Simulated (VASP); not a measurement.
Band structure of GaAs (space group P6_3mc). Calculation: PBEsol GGA, VASP's PBE PAW potentials (set 64) (plane waves; VASP).

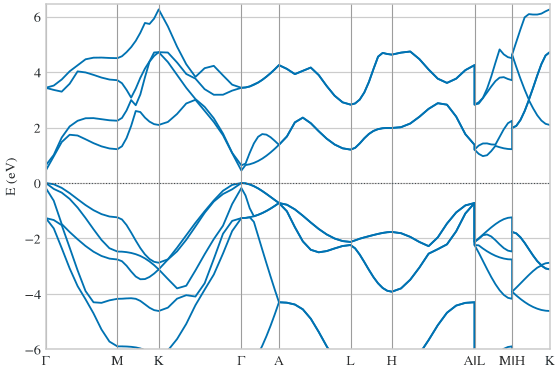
Figure: Bands along high-symmetry lines, zero at the valence-band maximum or, without a gap, the Fermi level

Question: Read the plot: is there a gap, and where are the band edges?

Answer: The gap is direct, 0.45 eV, from the valence maximum at Γ to the conduction minimum at Γ. (Edges off the drawn lines would not show.)

The structure comes from a computed database's GaAs entry (P6_3mc); how it stands against other phases isn't given here. It was relaxed first.
